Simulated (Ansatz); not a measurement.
The calculation's input:

```
crystal:
  periodic: [false, false, false]
  atoms:
    - symbol: C
      position_ang: [-0.914285, -0.720936, 0.874702]
    - symbol: "N"
      position_ang: [-1.928729, -1.370615, 1.657242]
    - symbol: S
      position_ang: [-1.285197, 0.251892, -0.512415]
    - symbol: H
      position_ang: [-2.729717, -1.512292, 1.039570]
    - symbol: H
      position_ang: [-2.286323, -0.748456, 2.399399]
    - symbol: H
      position_ang: [0.021482, -0.559734, 1.428511]
basis:
  gaussian: {orbitals: def2-TZVPD}
total_charge: -1
magnetization: {spin_polarized: true, initial_magnetization: 1}
hamiltonian: {xc: pbe0}
output: {forces: true, orbitals: {seedname: orbitals}}
```

Run with:

```sh
ansatz run input.yaml --threads 2 --pin off --max-ram 4350MiB --events-out events.jsonl --progress --plain --runs-dir runs
```

Geometry: r2SCAN-D4/def2-SVPD; the highest occupied orbital lies above zero, a sign that basis and functional describe the outermost electron poorly.

Computed with isolated molecule in a Gaussian basis; Kohn-Sham density functional theory, functional PBE0 in Ansatz 0.2.0.

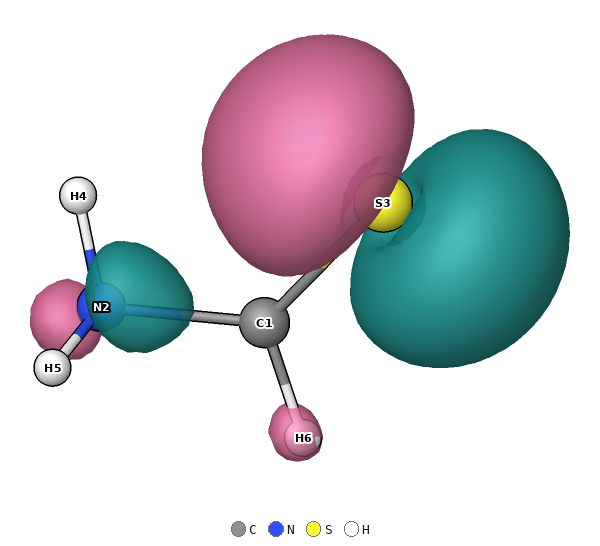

CH3NS (charge −1, doublet). The HOMO−1 (α) at ±0.15 Å⁻³ᐟ² (teal and pink are the two phases), seen at a tilt.

Describe this orbital and give its energy.

Answer. It lies mainly on S3 (about 85 %) and C1 (about 5 %); largely a lone pair of S3. Its energy is −0.52 eV.
